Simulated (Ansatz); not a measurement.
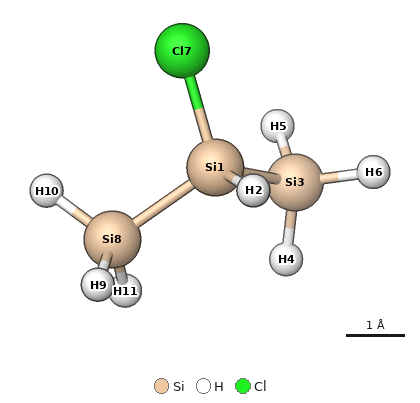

Fig. 1: The structure as given in the input (ball-and-stick view, seen at a tilt; atoms are numbered from 1 in the order of the input).

**Si₃H₇Cl: geometry relaxation (part 1 of 2)**

System: Si₃H₇Cl.
Method: RHF/def2-SVP (Ansatz 0.2.0).

It belongs to a series of runs on one base structure; here: start relaxed. Figures and captions count atoms from 1; the log counts them from 0 in places.

Output:
```
The last accepted step is kept in [file] (removed where the run ends without a failure and the disk answers)
Engine: ansatz 0.2.0, x86_64-unknown-linux-gnu
Functional definition: HF
  exchange = exact_x
  correlation = 0
1074 factors; integrals over basis functions are off by at most 4.9e-4 eV
mean field evaluation 1: about -36188.6849 eV, gradient 1.8e1 eV
mean field evaluation 2: about -36188.6861 eV, gradient 1.8e1 eV
mean field evaluation 4: about -36190.3828 eV, gradient 2.3e0 eV
mean field evaluation 8: about -36190.4101 eV, gradient 3.9e-4 eV
mean field -36190.41009166 eV, -1329.9730401274 hartree, gradient 2.4e-5 eV, S^2 0.000000; 0 other end points of the search recorded, 0 dependent functions left out
the calculation of the forces begins
reference -36190.41009166 eV, -1329.9730401274 hartree; 33, 33 occupied and 74, 74 virtual orbitals, 1074 factors
relax step   1: F+E_penalty+E_count = -36190.41009166 eV  Δ(F+E_penalty+E_count) = +0.000e0 eV  max|allowed force component| = 1.866e0 eV/Å  Δτ_max = 0.0000 Å  (25 SCF iters, accepted)
these checks for a lower state are left out or cut short: starts, cluster_reference, orbital_swaps, neighbouring_geometries, increment
1074 factors; integrals over basis functions are off by at most 5.5e-4 eV
mean field evaluation 16: about -36190.8150 eV, gradient 7.0e-5 eV
mean field -36190.81499325 eV, -1329.9879199864 hartree, gradient 7.0e-5 eV, S^2 0.000000; 0 other end points of the search recorded, 0 dependent functions left out
[... from here on the field's lines of each further geometry are left out, up to the last ...]
relax step   2: F+E_penalty+E_count = -36190.81499325 eV  Δ(F+E_penalty+E_count) = -4.049e-1 eV  max|allowed force component| = 5.313e-1 eV/Å  Δτ_max = 0.1942 Å  (22 SCF iters, accepted)
relax step   3: F+E_penalty+E_count = -36190.83632869 eV  Δ(F+E_penalty+E_count) = -2.134e-2 eV  max|allowed force component| = 1.052e-1 eV/Å  Δτ_max = 0.0654 Å  (22 SCF iters, accepted)
relax step   4: F+E_penalty+E_count = -36190.84095720 eV  Δ(F+E_penalty+E_count) = -4.629e-3 eV  max|allowed force component| = 4.527e-2 eV/Å  Δτ_max = 0.0217 Å  (22 SCF iters, accepted)
relax step   5: F+E_penalty+E_count = -36190.86014392 eV  Δ(F+E_penalty+E_count) = -1.919e-2 eV  max|allowed force component| = 3.691e-2 eV/Å  Δτ_max = 0.2000 Å  (24 SCF iters, accepted)
relax step   6: F+E_penalty+E_count = -36190.86666265 eV  Δ(F+E_penalty+E_count) = -6.519e-3 eV  max|allowed force component| = 2.630e-1 eV/Å  Δτ_max = 0.1950 Å  (23 SCF iters, accepted)
relax step   7: F+E_penalty+E_count = -36190.87370604 eV  Δ(F+E_penalty+E_count) = -7.043e-3 eV  max|allowed force component| = 1.707e-1 eV/Å  Δτ_max = 0.0168 Å  (22 SCF iters, accepted)
relax step   8: F+E_penalty+E_count = -36190.89073345 eV  Δ(F+E_penalty+E_count) = -1.703e-2 eV  max|allowed force component| = 2.019e-2 eV/Å  Δτ_max = 0.1868 Å  (23 SCF iters, accepted)
relax step   9: F+E_penalty+E_count = -36190.89652640 eV  Δ(F+E_penalty+E_count) = -5.793e-3 eV  max|allowed force component| = 2.714e-1 eV/Å  Δτ_max = 0.1950 Å  (23 SCF iters, accepted)
relax step  10: F+E_penalty+E_count = -36190.90206298 eV  Δ(F+E_penalty+E_count) = -5.537e-3 eV  max|allowed force component| = 2.367e-1 eV/Å  Δτ_max = 0.0572 Å  (22 SCF iters, accepted)
relax step  11: F+E_penalty+E_count = -36190.91410304 eV  Δ(F+E_penalty+E_count) = -1.204e-2 eV  max|allowed force component| = 1.073e-2 eV/Å  Δτ_max = 0.1199 Å  (21 SCF iters, accepted)
relax step  12: F+E_penalty+E_count = -36190.91669165 eV  Δ(F+E_penalty+E_count) = -2.589e-3 eV  max|allowed force component| = 1.058e-1 eV/Å  Δτ_max = 0.1326 Å  (20 SCF iters, accepted)
relax step  13: F+E_penalty+E_count = -36190.91808115 eV  Δ(F+E_penalty+E_count) = -1.389e-3 eV  max|allowed force component| = 4.850e-2 eV/Å  Δτ_max = 0.0195 Å  (21 SCF iters, accepted)
relax step  14: F+E_penalty+E_count = -36190.91914569 eV  Δ(F+E_penalty+E_count) = -1.065e-3 eV  max|allowed force component| = 4.738e-3 eV/Å  Δτ_max = 0.0368 Å  (21 SCF iters, accepted)
relax step  15: F+E_penalty+E_count = -36190.91957311 eV  Δ(F+E_penalty+E_count) = -4.274e-4 eV  max|allowed force component| = 1.548e-2 eV/Å  Δτ_max = 0.0532 Å  (20 SCF iters, accepted)
the calculation of the forces begins
reference -36190.91965708 eV, -1329.9917663113 hartree; 33, 33 occupied and 74, 74 virtual orbitals, 1074 factors
relax step  16: F+E_penalty+E_count = -36190.91965708 eV  Δ(F+E_penalty+E_count) = -8.397e-5 eV  max|allowed force component| = 9.360e-3 eV/Å  Δτ_max = 0.0264 Å  (21 SCF iters, accepted)
1074 factors; integrals over basis functions are off by at most 6.8e-4 eV
mean field evaluation 96: about -36190.9197 eV, gradient 3.8e-5 eV
```

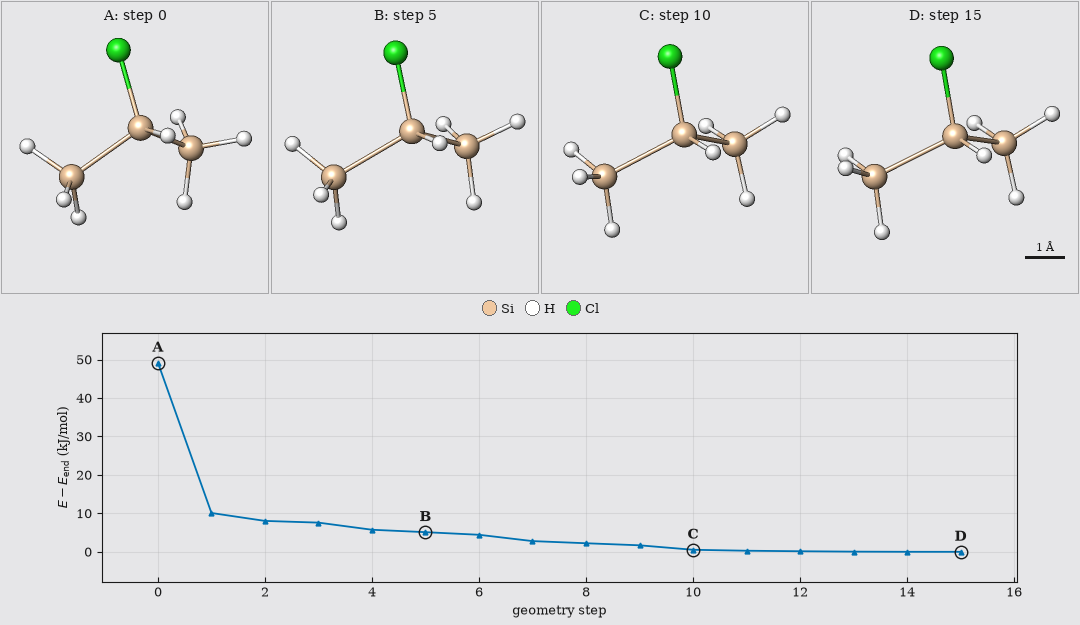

Fig. 2: Frames of the relaxation (ball-and-stick view, seen at a tilt) above the curves, on which the letters mark them (the first geometry is step 0 here and step 1 in the log).

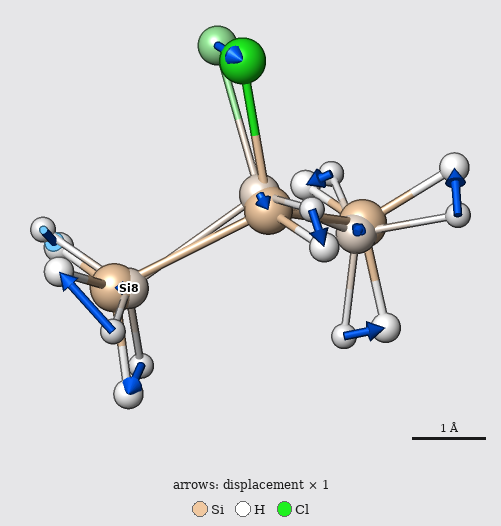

Fig. 3: Start (faint) and end (solid) with the displacements as blue arrows, at true length (ball-and-stick view, seen at a tilt). The two geometries are laid on each other by the best rigid fit. After 15 geometry steps the energy has fallen by 49.2 kJ/mol. Largest force component: 1.9 eV/Å at the start, 0.0094 eV/Å at the end. The largest move after the best rigid fit is that of H9, 1.10 Å. Largest moves by element: H 1.10 Å, Cl 0.72 Å, Si 0.27 Å. Among the contacts that change: Si1–Si3 2.220 → 2.368 Å, Si1–Cl7 2.128 → 2.102 Å, Si1–H2 1.460 → 1.481 Å. Among the angles that change: Si3–Si1–Si8 109.5° → 114.0°, Si3–Si1–Cl7 109.5° → 107.2°, H2–Si1–Cl7 109.5° → 107.4°. (Atoms are counted from 1 in the order of the input.)

```
mean field -36190.91965708 eV, -1329.9917663113 hartree, gradient 3.8e-5 eV, S^2 0.000000; 1 other end points of the search recorded, 0 dependent functions left out
the calculation of the forces begins
reference -36190.91965708 eV, -1329.9917663113 hartree; 33, 33 occupied and 74, 74 virtual orbitals, 1074 factors
Total energy: -36190.91965708 eV, -1329.9917663113 hartree
Atom 0 at     0.103362    -0.176863     0.192377 Å, force    -0.000423     0.005824    -0.004262 eV/Å
Atom 1 at     0.291031    -0.454883     1.634414 Å, force    -0.004546    -0.000297     0.000077 eV/Å
Atom 2 at     2.197950     0.168050    -0.856676 Å, force    -0.003469    -0.001995    -0.009360 eV/Å
Atom 3 at     3.020904    -1.060908    -0.731106 Å, force    -0.002031     0.002661    -0.000444 eV/Å
Atom 4 at     1.981188     0.460564    -2.293715 Å, force     0.004244    -0.000027     0.006665 eV/Å
Atom 5 at     2.905889     1.302891    -0.219852 Å, force    -0.003942    -0.005305     0.000301 eV/Å
Atom 6 at    -0.975652     1.620327     0.033157 Å, force     0.000624     0.000011     0.003489 eV/Å
Atom 7 at    -1.209841    -1.871754    -0.812559 Å, force     0.006035    -0.006943     0.005550 eV/Å
Atom 8 at    -2.521657    -1.972186    -0.131508 Å, force     0.006501     0.003318    -0.001111 eV/Å
Atom 9 at    -1.416066    -1.546095    -2.243529 Å, force    -0.000029     0.000522     0.000416 eV/Å
Atom 10 at    -0.499308    -3.170943    -0.708503 Å, force    -0.002964     0.002232    -0.001321 eV/Å
Dipole moment:     0.187710    -0.314038    -0.001740 e Å
```

Trajectory as extended XYZ (Å, eV, eV/Å), 16 frames, from step=1 to step=16:
```
11
Properties=species:S:1:pos:R:3:forces:R:3 step=1 energy=-36190.41009
Si    0.0000    0.0000    0.0000   -1.0169   1.8665   0.7770
H     0.0000    0.0000    1.4600   -0.0853   0.1536   0.4508
Si    2.0935    0.0000   -0.7393    1.6375   0.3770  -0.5026
H     2.5508   -1.3762   -0.9079    0.1829  -0.4715  -0.0164
H     2.1573    0.6939   -2.0222    0.0686   0.1640  -0.4566
H     2.9510    0.6823    0.2255    0.3948   0.2202   0.2637
Cl   -1.0032    1.7381   -0.7093    0.2424  -0.3521   0.2747
Si   -1.0456   -1.8115   -0.7393   -1.1666  -1.3075  -0.5729
H    -1.7029   -2.4846    0.3772   -0.2366  -0.3272   0.3334
H    -2.0454   -1.4265   -1.7311   -0.3242   0.0339  -0.3578
H    -0.0777   -2.7173   -1.3511    0.3033  -0.3568  -0.1932
11
Properties=species:S:1:pos:R:3:forces:R:3 step=2 energy=-36190.81499
Si    0.0008   -0.0018    0.0230   -0.2405   0.5313   0.1893
H    -0.0406    0.0741    1.4989    0.0468  -0.1260   0.0612
Si    2.2207    0.0875   -0.7443    0.1439  -0.1894  -0.1050
H     2.6595   -1.3182   -0.8864    0.1464  -0.0891  -0.0117
H     2.2790    0.7399   -2.0688   -0.0158   0.0553  -0.0466
H     3.1220    0.7720    0.2050   -0.0042   0.1019   0.0563
Cl   -0.9822    1.7379   -0.6374   -0.0110   0.0037  -0.0332
Si   -1.1813   -1.8845   -0.7537    0.0451  -0.2400  -0.1042
H    -1.8370   -2.5943    0.3641   -0.0820   0.0022   0.0832
H    -2.1765   -1.5172   -1.7801   -0.0601   0.0786  -0.0224
H    -0.1865   -2.7972   -1.3578    0.0313  -0.1286  -0.0671
11
Properties=species:S:1:pos:R:3:forces:R:3 step=3 energy=-36190.83633
Si   -0.0175    0.0342    0.0330    0.0380  -0.0972  -0.0369
H    -0.0410    0.0558    1.5158   -0.0054   0.0208  -0.0613
Si    2.2296    0.0688   -0.7500   -0.0109   0.0240   0.0154
H     2.7243   -1.3267   -0.8892   -0.0386   0.0496   0.0360
H     2.2747    0.7295   -2.0754    0.0050  -0.0064  -0.0005
H     3.1048    0.7904    0.2041   -0.0033   0.0303  -0.0231
Cl   -1.0029    1.7687   -0.6348    0.0720  -0.1052   0.0572
Si   -1.1735   -1.8969   -0.7593   -0.0106   0.0388   0.0026
H    -1.8471   -2.5863    0.3677   -0.0203   0.0150  -0.0087
H    -2.1718   -1.4995   -1.7778   -0.0111  -0.0085  -0.0028
H    -0.2018   -2.8398   -1.3715   -0.0150   0.0389   0.0220
11
Properties=species:S:1:pos:R:3:forces:R:3 step=4 energy=-36190.84096
Si   -0.0090    0.0185    0.0306    0.0238  -0.0453  -0.0197
H    -0.0340    0.0461    1.5112    0.0033  -0.0066  -0.0135
Si    2.2357    0.0784   -0.7491   -0.0203  -0.0139   0.0041
H     2.7265   -1.3175   -0.8775    0.0181   0.0251   0.0181
H     2.2809    0.7337   -2.0771   -0.0057  -0.0147  -0.0019
H     3.1092    0.8098    0.1990   -0.0171   0.0230  -0.0091
Cl   -0.9892    1.7520   -0.6328    0.0061  -0.0014   0.0200
Si   -1.1848   -1.8982   -0.7600    0.0181   0.0171  -0.0005
H    -1.8636   -2.5833    0.3664   -0.0090   0.0123  -0.0047
H    -2.1833   -1.5027   -1.7793    0.0061   0.0097   0.0003
H    -0.2105   -2.8387   -1.3689   -0.0235  -0.0055   0.0069
11
Properties=species:S:1:pos:R:3:forces:R:3 step=5 energy=-36190.86014
Si    0.0186   -0.0310    0.0430   -0.0058   0.0071   0.0257
H     0.0202   -0.0578    1.5237    0.0197  -0.0226  -0.0050
Si    2.2451    0.0919   -0.7587    0.0369   0.0160   0.0124
H     2.8429   -1.2662   -0.7482    0.0102  -0.0029   0.0108
H     2.2522    0.6165   -2.1445   -0.0163  -0.0186  -0.0004
H     3.0516    0.9807    0.1127   -0.0204   0.0047  -0.0254
Cl   -0.9586    1.7378   -0.5258   -0.0146   0.0101   0.0011
Si   -1.2095   -1.8942   -0.7804   -0.0348   0.0025  -0.0024
H    -1.9595   -2.5345    0.3271   -0.0132   0.0193  -0.0066
H    -2.1520   -1.4543   -1.8342    0.0062   0.0116  -0.0024
H    -0.2732   -2.8907   -1.3523    0.0320  -0.0273  -0.0079
```
